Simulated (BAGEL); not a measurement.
# One shape, several levels: doublet BNH2ClF+

Wanted: a comparison of 4 runs (UHF/STO-3G, ROHF/6-31G*, UHF/6-31G*, ROHF/def2-SVPD) of doublet BNH2ClF+. 

The calculation is run with BAGEL 1.2.2.

1 further run of the same task is left out (set aside as unsound or not needed).

### 1 The molecule

The species is BNH2ClF+ (6 atoms), meant as a doublet with charge +1. As SMILES of the parent species, `NB(F)Cl`. The shape is that of a PBE0-D4/def2-TZVP optimisation. That shape belongs to the parent species and isn't relaxed for this state.

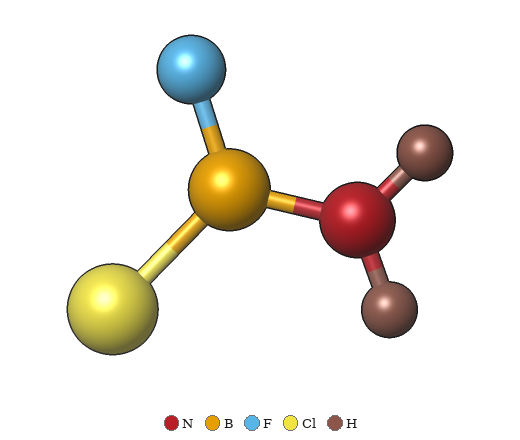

Viewed from a chosen angle; nitrogen red, boron amber, fluorine blue, chlorine yellow, hydrogen brown.

### 2 The energy at UHF/STO-3G (density fitting with qzvpp-jkfit) (run 1)

job.json reads:

```json
{ "bagel": [

{
  "title": "molecule",
  "basis": "sto-3g",
  "df_basis": "qzvpp-jkfit",
  "angstrom": "true",
  "geometry": [
    { "atom": "N", "xyz": [    0.003800,    0.770700,    0.025500 ] },
    { "atom": "B", "xyz": [    0.054900,   -0.615400,    0.062700 ] },
    { "atom": "F", "xyz": [    0.564800,   -1.245700,    1.114600 ] },
    { "atom": "Cl", "xyz": [   -0.552600,   -1.588800,   -1.279200 ] },
    { "atom": "H", "xyz": [   -0.374400,    1.278900,   -0.752600 ] },
    { "atom": "H", "xyz": [    0.345800,    1.336500,    0.782800 ] }
  ]
},
{ "title": "uhf", "charge": 1, "nopen": 1 },
{ "title": "print", "file": "orbitals.molden", "orbitals": "true" }

]}
```

Run with:

```sh
$ BAGEL_NUM_THREADS=1 BAGEL job.json > job.out
```

Standard output:

```text
* using 1 threads per process

  ===============================================================
  ===============================================================

  *** Geometry ***

  { "atom" : "N", "xyz" : [      0.007181,      1.456412,      0.048188 ] },
  { "atom" : "B", "xyz" : [      0.103746,     -1.162937,      0.118486 ] },
  { "atom" : "F", "xyz" : [      1.067317,     -2.354032,      2.106289 ] },
  { "atom" : "Cl", "xyz" : [     -1.044263,     -3.002397,     -2.417338 ] },
  { "atom" : "H", "xyz" : [     -0.707513,      2.416771,     -1.422208 ] },
  { "atom" : "H", "xyz" : [      0.653467,      2.525619,      1.479278 ] },

  Number of auxiliary basis functions:      393

  Since a DF basis is specified, we compute 2- and 3-index integrals:
    o Being stored without compression. Storage requirement is 0.002 GB

  Number of basis functions:       26
  Number of electrons      :       40

    * METHOD: MOLECULE                             0.08

  *** Open-shell HF ***

  === Nuclear Repulsion ===
   143.1489945508

      * DIIS with orbital gradients will be used.

  === UHF iteration (sto-3g) ===
      0       -631.56919662          0.05012070           0.02
      1       -631.71657595          0.02009800           0.02
      2       -631.73532356          0.00740115           0.02
[... 12 lines of this table left out ...]
     15       -631.73868830          0.00000001           0.02
    * SCF iteration converged.

    * S^2 (UHF) is 0.7648

    * Permanent dipole moment:
           (   -0.305858,    -3.185211,    -0.814842) a.u.

    * METHOD: UHF                                  0.34

    * METHOD: PRINT                                0.00

  ===============================================================
```

Wall time 0.58 s (1 thread of Arm Neoverse V2, shared host).

### 3 A single-point energy at ROHF/6-31G(d) (density fitting with qzvpp-jkfit, spherical functions) (run 2)

input.json reads:

```json
{ "bagel": [

{
  "title": "molecule",
  "basis": "6-31gs.json",
  "df_basis": "qzvpp-jkfit",
  "angstrom": true,
  "geometry": [
    { "atom": "N", "xyz": [    0.003800,    0.770700,    0.025500 ] },
    { "atom": "B", "xyz": [    0.054900,   -0.615400,    0.062700 ] },
    { "atom": "F", "xyz": [    0.564800,   -1.245700,    1.114600 ] },
    { "atom": "Cl", "xyz": [   -0.552600,   -1.588800,   -1.279200 ] },
    { "atom": "H", "xyz": [   -0.374400,    1.278900,   -0.752600 ] },
    { "atom": "H", "xyz": [    0.345800,    1.336500,    0.782800 ] }
  ]
},
{ "title": "rohf", "charge": 1, "nopen": 1 },
{ "title": "print", "file": "orbitals.molden", "orbitals": true }

]}
```

The basis set 6-31G* is read from a file made from the Basis Set Exchange's data (not shown).

Run with:

```sh
$ BAGEL_NUM_THREADS=1 BAGEL input.json > input.out
```

Standard output:

```text
* using 1 threads per process

  ===============================================================
  ===============================================================

  *** Geometry ***

  { "atom" : "N", "xyz" : [      0.007181,      1.456412,      0.048188 ] },
  { "atom" : "B", "xyz" : [      0.103746,     -1.162937,      0.118486 ] },
  { "atom" : "F", "xyz" : [      1.067317,     -2.354032,      2.106289 ] },
  { "atom" : "Cl", "xyz" : [     -1.044263,     -3.002397,     -2.417338 ] },
  { "atom" : "H", "xyz" : [     -0.707513,      2.416771,     -1.422208 ] },
  { "atom" : "H", "xyz" : [      0.653467,      2.525619,      1.479278 ] },

  Number of auxiliary basis functions:      393

  Since a DF basis is specified, we compute 2- and 3-index integrals:
    o Being stored without compression. Storage requirement is 0.013 GB

  Number of basis functions:       64
  Number of electrons      :       40

    * METHOD: MOLECULE                             0.11

  *** Open-shell HF ***

  === Nuclear Repulsion ===
   143.1489945508

      * DIIS with orbital gradients will be used.

  === ROHF iteration (6-31gs.json) ===
      0       -638.81081916          0.04363443           0.05
      1       -638.91820211          0.02777730           0.05
      2       -638.95182347          0.01639210           0.05
[... 15 lines of this table left out ...]
     18       -638.99830320          0.00000001           0.05
    * SCF iteration converged.

    * S^2 (ROHF) is 0.7500

    * Permanent dipole moment:
           (   -0.088659,    -3.230338,    -0.355288) a.u.

    * METHOD: ROHF                                 1.01

    * METHOD: PRINT                                0.01

  ===============================================================
```

Run time: 1.3 s. Hardware: 1 thread of Arm Neoverse V2, shared host.

Run 3 isn't shown in full; the table further down has it.

### 4 The energy at ROHF/def2-SVPD (density fitting with qzvpp-jkfit) (run 4)

job.json reads:

```json
{ "bagel": [

{
  "title": "molecule",
  "basis": "def2-svpd.json",
  "df_basis": "qzvpp-jkfit",
  "angstrom": true,
  "geometry": [
    { "atom": "N", "xyz": [       0.003800,       0.770700,       0.025500 ] },
    { "atom": "B", "xyz": [       0.054900,      -0.615400,       0.062700 ] },
    { "atom": "F", "xyz": [       0.564800,      -1.245700,       1.114600 ] },
    { "atom": "Cl", "xyz": [      -0.552600,      -1.588800,      -1.279200 ] },
    { "atom": "H", "xyz": [      -0.374400,       1.278900,      -0.752600 ] },
    { "atom": "H", "xyz": [       0.345800,       1.336500,       0.782800 ] }
  ]
},

{
  "title": "rohf",
  "charge": 1,
  "nopen": 1
},

{
  "title": "print",
  "file": "orbitals.molden",
  "orbitals": true
}

]}
```

The basis set def2-SVPD is read from a file made from the Basis Set Exchange's data (not shown).

Run with:

```sh
$ BAGEL_NUM_THREADS=1 BAGEL job.json > job.out
```

Standard output:

```text
* using 1 threads per process

  ===============================================================
  ===============================================================

  *** Geometry ***

  { "atom" : "N", "xyz" : [      0.007181,      1.456412,      0.048188 ] },
  { "atom" : "B", "xyz" : [      0.103746,     -1.162937,      0.118486 ] },
  { "atom" : "F", "xyz" : [      1.067317,     -2.354032,      2.106289 ] },
  { "atom" : "Cl", "xyz" : [     -1.044263,     -3.002397,     -2.417338 ] },
  { "atom" : "H", "xyz" : [     -0.707513,      2.416771,     -1.422208 ] },
  { "atom" : "H", "xyz" : [      0.653467,      2.525619,      1.479278 ] },

  Number of auxiliary basis functions:      393

  Since a DF basis is specified, we compute 2- and 3-index integrals:
    o Being stored without compression. Storage requirement is 0.035 GB

  Number of basis functions:      106
  Number of electrons      :       40

    * METHOD: MOLECULE                             0.14

  *** Open-shell HF ***

  === Nuclear Repulsion ===
   143.1489945508

      * DIIS with orbital gradients will be used.

  === ROHF iteration (def2-svpd.json) ===
      0       -638.50602386          0.03574091           0.10
      1       -638.65248365          0.02600542           0.10
      2       -638.70712407          0.01512301           0.10
[... 13 lines of this table left out ...]
     16       -638.75249316          0.00000001           0.10
    * SCF iteration converged.

    * S^2 (ROHF) is 0.7500

    * Permanent dipole moment:
           (   -0.053058,    -3.103250,    -0.272988) a.u.

    * METHOD: ROHF                                 1.80

    * METHOD: PRINT                                0.02

  ===============================================================
```

It took 2.1 s on 1 thread of Arm Neoverse V2, shared host.

### 5 All runs side by side

| run | level | energy (Eh) | ⟨S²⟩ | wall time |
| --- | --- | --- | --- | --- |
| 1 | UHF/STO-3G (density fitting with qzvpp-jkfit) | -631.738688 | 0.765 | 0.58 s |
| 2 | ROHF/6-31G* (density fitting with qzvpp-jkfit, spherical functions) | -638.998303 | 0.750 | 1.3 s |
| 3 | UHF/6-31G* (density fitting with qzvpp-jkfit, spherical functions) | -639.002926 | 0.761 | 1.4 s |
| 4 | ROHF/def2-SVPD (density fitting with qzvpp-jkfit) | -638.752493 | 0.750 | 2.1 s |

### 6 What came out

| quantity | value |
| --- | --- |
| run 4: total energy | -638.75249 Eh |
| run 4: ⟨S²⟩ | 0.750 |

In run 1 the basis is minimal, so the values are rough. All runs together took 5.4 s, the longest 2.1 s.
